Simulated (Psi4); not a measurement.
# BCl2F (SMILES FB(Cl)Cl): HF/6-311++G(2d,2p) (sweep point 8)

What is the energy change on altering one bond length of BCl2F at HF/6-311++G(2d,2p) (sweep point 8)? The job is set up through a Python script.

The calculation is run with Psi4 1.11.

### 1 The structure to begin with

BCl2F has 4 atoms, charge 0, and is taken as a singlet. SMILES: `FB(Cl)Cl`. Geometry: relaxed at GFN2-xTB.

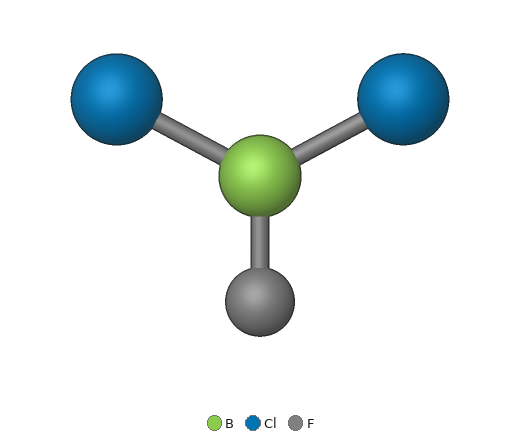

The structure, seen from a chosen angle (boron green, chlorine blue, fluorine grey).

### 2 The energy at HF/6-311++G(2d,2p) (sweep point 8)

Contents of calc.py:

```python
import psi4

psi4.set_memory('1600 MB')
psi4.set_num_threads(1)
psi4.set_output_file('bcl2f.out', False)

m = psi4.geometry("""
0 1
B     -0.07158283    -0.11944959    -0.00090707
Cl     3.15880950    -0.27710944     0.02598373
Cl    -1.72764431     2.65909032    -0.03210645
F     -1.35958236    -2.26253129     0.00702978
units bohr
symmetry c1
""")

psi4.set_options(dict(basis='6-311++G(2d,2p)', reference='rhf', puream=True, scf_type='pk'))

result = psi4.energy('hf')
print(f'total energy {result:.8f} hartree = {result * 27.211386:.5f} eV')
```

Launch:

```console
$ python calc.py
```

bcl2f.out:

```text
[...]
  Running in c1 symmetry.
[...]
  Nuclear repulsion =  183.247378516844009
[...]
  Multiplicity = 1
[...]
  Nalpha       = 24
  Nbeta        = 24
[...]
    Number of basis functions: 124
[...]
   @RHF iter   1: -1043.28144641377867   -4.04399e-01   2.88435e-03 ADIIS/DIIS
[...]
   @RHF iter   8: -1043.32905985919001   -4.08531e-08   3.88526e-07 DIIS
[...]
    Orbital Energies [Eh]
    ---------------------
    Doubly Occupied:
       1A   -104.861358     2A   -104.861324     3A    -26.335301
       4A    -10.590435     5A    -10.590393     6A     -8.058750
       7A     -8.058710     8A     -8.056141     9A     -8.056101
      10A     -8.055781    11A     -8.055741    12A     -7.776840
      13A     -1.650702    14A     -1.169446    15A     -1.130989
      16A     -0.813115    17A     -0.731026    18A     -0.711285
      19A     -0.670731    20A     -0.572582    21A     -0.530112
      22A     -0.515515    23A     -0.488614    24A     -0.475004
[...]
  @RHF Final Energy: -1043.32905985919001
   => Energetics <=
    Nuclear Repulsion Energy =            183.2473785168440088
    One-Electron Energy =               -1807.5208103092279543
    Two-Electron Energy =                 580.9443719331939064
    Total Energy =                      -1043.3290598591900107
[...]
 Multipole Moments:
 ------------------------------------------------------------------------------------
     Multipole            Electronic (a.u.)      Nuclear  (a.u.)        Total (a.u.)
 ------------------------------------------------------------------------------------
 L = 1.  Multiply by 2.5417464519 to convert [e a0] to [Debye]
 Dipole X            :         -0.3595011            0.4839588            0.1244578
 Dipole Y            :         -0.5994629            0.8055345            0.2060716
 Dipole Z            :          0.0003353           -0.0018725           -0.0015372
 Magnitude           :                                                    0.2407439
[...]
```

Standard output:

```text
total energy -1043.32905986 hartree = -28390.42977 eV
```

Wall time 5.1 s (1 thread of Intel Xeon Platinum 8488C (Sapphire Rapids), shared host); peak memory 0.64 GiB.

### 3 The distorted shape, same level

Contents of bcl2f.py:

```python
import psi4

psi4.set_memory('1600 MB')
psi4.set_num_threads(1)
psi4.core.set_output_file('output.dat', False)

molecule = psi4.geometry("""
0 1
B      0.25960491    -0.67511600     0.00533281
Cl     3.48999723    -0.83277585     0.03222361
Cl    -1.72764431     2.65909032    -0.03210645
F     -1.02839463    -2.81819770     0.01326966
units au
symmetry c1
""")

options = {'basis': '6-311++G(2d,2p)', 'puream': True, 'scf_type': 'pk'}
psi4.set_options(options)

result = psi4.energy('hf')
print(f'total energy {result:.8f} hartree = {result * 27.211386:.5f} eV')
for k, v in sorted(psi4.core.scalar_variables().items()):
    print(f'{k:45s} {v:18.10f}')
```

Launch:

```console
$ python bcl2f.py
```

output.dat:

```text
[...]
  Running in c1 symmetry.
[...]
  Nuclear repulsion =  170.913004375378364
[...]
  Multiplicity = 1
[...]
  Nalpha       = 24
  Nbeta        = 24
[...]
    Number of basis functions: 124
[...]
   @RHF iter   1: -1043.23797347656614   -6.85876e-01   3.09922e-03 ADIIS/DIIS
[...]
   @RHF iter   8: -1043.30110160751519   -1.18207e-07   6.93590e-07 DIIS
[...]
    Orbital Energies [Eh]
    ---------------------
    Doubly Occupied:
       1A   -104.885124     2A   -104.847015     3A    -26.362533
       4A    -10.613345     5A    -10.569975     6A     -8.081656
       7A     -8.078961     8A     -8.078575     9A     -8.037763
      10A     -8.035740    11A     -8.035565    12A     -7.822741
      13A     -1.673187    14A     -1.171271    15A     -1.080162
      16A     -0.834009    17A     -0.746308    18A     -0.730511
      19A     -0.662851    20A     -0.545746    21A     -0.530613
      22A     -0.504876    23A     -0.469221    24A     -0.464777
[...]
  @RHF Final Energy: -1043.30110160751519
   => Energetics <=
    Nuclear Repulsion Energy =            170.9130043753783639
    One-Electron Energy =               -1782.7029066086745388
    Two-Electron Energy =                 568.4888006257812094
    Total Energy =                      -1043.3011016075151929
[...]
 Multipole Moments:
 ------------------------------------------------------------------------------------
     Multipole            Electronic (a.u.)      Nuclear  (a.u.)        Total (a.u.)
 ------------------------------------------------------------------------------------
 L = 1.  Multiply by 2.5417464519 to convert [e a0] to [Debye]
 Dipole X            :          0.1068690            0.4158059            0.5226749
 Dipole Y            :         -1.2336717            0.9198814           -0.3137903
 Dipole Z            :          0.0082361           -0.0031566            0.0050795
 Magnitude           :                                                    0.6096550
[...]
```

Standard output:

```text
total energy -1043.30110161 hartree = -28389.66899 eV
CURRENT ENERGY                                  -1043.3011016075
CURRENT REFERENCE ENERGY                        -1043.3011016075
DD SOLVATION ENERGY                                 0.0000000000
HF KINETIC ENERGY                                1042.9014060210
HF POTENTIAL ENERGY                             -2086.2025076285
HF TOTAL ENERGY                                 -1043.3011016075
HF VIRIAL RATIO                                     2.0003832535
NUCLEAR REPULSION ENERGY                          170.9130043754
ONE-ELECTRON ENERGY                             -1782.7029066087
PCM POLARIZATION ENERGY                             0.0000000000
PE ENERGY                                           0.0000000000
SCF ITERATION ENERGY                            -1043.3011016075
SCF ITERATIONS                                      8.0000000000
SCF TOTAL ENERGY                                -1043.3011016075
TWO-ELECTRON ENERGY                               568.4888006258
```

It took 4.8 s on 1 thread of Intel Xeon Platinum 8488C (Sapphire Rapids), shared host; peak memory 0.64 GiB.

### 4 Summary of results

Level: HF/6-311++G(2d,2p) (sweep point 8).

| quantity | value |
| --- | --- |
| first shape: total energy | -1043.32906 Eh |
| first shape: dipole moment | 0.61 D |
| first shape: HOMO energy | -12.93 eV |
| first shape: LUMO energy | 1.27 eV |
| first shape: HOMO–LUMO gap | 14.20 eV |
| distorted shape: total energy | -1043.30110 Eh |
| distorted shape: dipole moment | 1.55 D |
| distorted shape: HOMO energy | -12.65 eV |
| distorted shape: LUMO energy | 1.16 eV |
| distorted shape: HOMO–LUMO gap | 13.81 eV |
| energy change with the B1–Cl3 bond stretched from 1.712 to 2.054 Å | 0.761 eV |

With the B1–Cl3 bond stretched from 1.712 to 2.054 Å the energy rises by 0.76 eV (73.4 kJ/mol). The first shape isn't relaxed at this level, so the change isn't measured from a minimum.
